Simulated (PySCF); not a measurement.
Consider GaS (charge +1, triplet).

```xyz
2

Ga    0.0000    0.0000   -0.9338
S     0.0000    0.0000    2.0132
```

The calculation used PBE0/pcseg-1, non-relativistic, at a bond length of 2.947 Å (PySCF 2.14.0).

Question: What will maps of the electron density, electron localisation function and spin density show?

Answer: Ga–S (2.95 Å): ρ at the midpoint is about 0.19 e/Å³; the ELF peaks at about 0.95 in the valence shell of S, 0.9 Å from its nucleus, and is about 0.40 at the midpoint.
The unpaired spin (2 electrons) lies mostly on S2 (about 2.0), in electrons by Hirshfeld's partition.

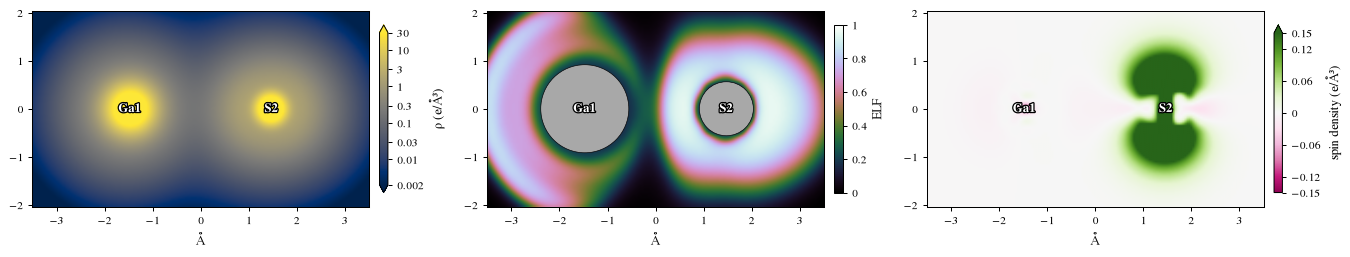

Computed electron density, electron localisation function and spin density on a plane that holds the molecular axis, in this order. Grey discs cover the atomic cores in the ELF map. 
